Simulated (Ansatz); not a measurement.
**What a change does: single-point calculation on SiNH₄O**

System: SiNH₄O, multiplicity 2, SMILES [NH][SiH2]O.
Method of run A: UKS PBE0-D4/def2-TZVPP (Ansatz 0.2.0).

The geometry comes from this level: PBE0-D4/def2-TZVP. Text and figures count atoms from 1; the logs count them from 0 in places.

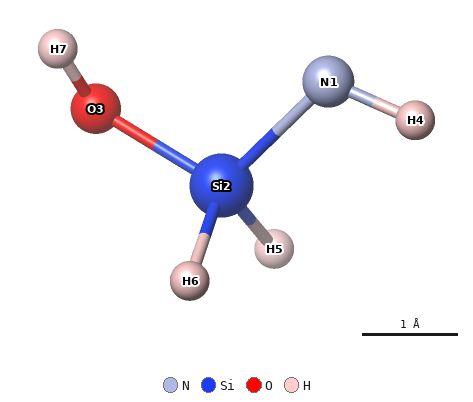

Fig. 1: The input geometry (ball-and-stick view, seen at a tilt; atoms are numbered from 1 in the order of the input). Bond lengths as drawn: H–N 1.02 Å, H–O 0.96 Å, H–Si 1.48 to 1.49 Å, N–Si 1.74 Å and O–Si 1.64 Å.

Input file, run A:
```yaml
crystal:
  periodic: [false, false, false]
  atoms:
    - {symbol: N, position_ang: [-1.219713, -0.362609, 0.666653]}
    - {symbol: Si, position_ang: [0.116643, 0.212096, -0.289999]}
    - {symbol: O, position_ang: [1.398529, -0.795133, -0.146905]}
    - {symbol: H, position_ang: [-2.101004, 0.125483, 0.496327]}
    - {symbol: H, position_ang: [-0.184326, 0.263020, -1.742090]}
    - {symbol: H, position_ang: [0.414583, 1.577184, 0.236195]}
    - {symbol: H, position_ang: [1.636587, -1.088040, 0.734220]}
basis:
  gaussian: {orbitals: def2-TZVPP}
magnetization: {spin_polarized: true, initial_magnetization: 1}
hamiltonian: {xc: pbe0, dispersion: d4}
output: {orbitals: {seedname: orbitals}}
```

Hardware: 2 CPU threads, shared host.

Output (run A):
```
Functional definition: PBE0
  parameter a = 0.25
  parameter kappa = 0.804
  parameter beta = 0.06672455060314922
  exchange = (1 - a)*pbe_x(kappa = kappa, mu = beta*pi^2/3) + a*exact_x
  correlation = pbe_c(beta = beta)
833 factors; their error is unknown
mean field evaluation 1: about -11465.1179 eV, gradient 4.9e1 eV
mean field evaluation 2: about -11448.8009 eV, gradient 7.7e1 eV
mean field evaluation 4: about -11474.1213 eV, gradient 2.2e0 eV
mean field evaluation 8: about -11474.1510 eV, gradient 1.1e-1 eV
mean field evaluation 16: about -11474.1747 eV, gradient 2.2e-3 eV
mean field -11474.17467851 eV, -421.6681419602 hartree, gradient 4.0e-5 eV, S^2 0.754244; 2 other end points of the search recorded, 0 dependent functions left out
reference -11474.17470398 eV, -421.6681428963 hartree; 17, 16 occupied and 143, 144 virtual orbitals, 833 factors
Total energy: -11474.25764604 eV, -421.6711909609 hartree
```

Run B used a changed input.

The two runs side by side:

```csv
quantity,run A,run B
outcome,converged,converged
total energy (hartree),−421.671191,−421.689694
HOMO (eV),−8.11,−8.16
LUMO (eV),−3.40,−3.47
⟨S²⟩,0.754,0.754
basis functions,160,304
wall time (shared host),4.5 s,12 s
```

Which change of the input explains these differences?

The change (lines with − go, lines with + come):
```diff
-  gaussian: {orbitals: def2-TZVPP}
+  gaussian: {orbitals: "def2-QZVPP.json"}
```

The total energy of run B is 11.6 kcal/mol lower, which measures the change of basis and not a stability. The HOMO goes from −8.11 to −8.16 eV. The LUMO goes from −3.40 to −3.47 eV. The basis functions go from 160 to 304.

Output (run B):
```
Functional definition: PBE0
  parameter a = 0.25
  parameter kappa = 0.804
  parameter beta = 0.06672455060314922
  exchange = (1 - a)*pbe_x(kappa = kappa, mu = beta*pi^2/3) + a*exact_x
  correlation = pbe_c(beta = beta)
986 factors; their error is unknown
mean field evaluation 1: about -11464.9821 eV, gradient 5.1e1 eV
mean field evaluation 2: about -11445.6563 eV, gradient 8.1e1 eV
mean field evaluation 4: about -11474.6220 eV, gradient 3.1e0 eV
mean field evaluation 8: about -11474.6714 eV, gradient 1.3e-1 eV
mean field evaluation 16: about -11474.6782 eV, gradient 2.2e-3 eV
mean field -11474.67816714 eV, -421.6866448261 hartree, gradient 5.2e-5 eV, S^2 0.754439; 2 other end points of the search recorded, 0 dependent functions left out
reference -11474.67819867 eV, -421.6866459848 hartree; 17, 16 occupied and 287, 288 virtual orbitals, 986 factors
Total energy: -11474.76114073 eV, -421.6896940494 hartree
```
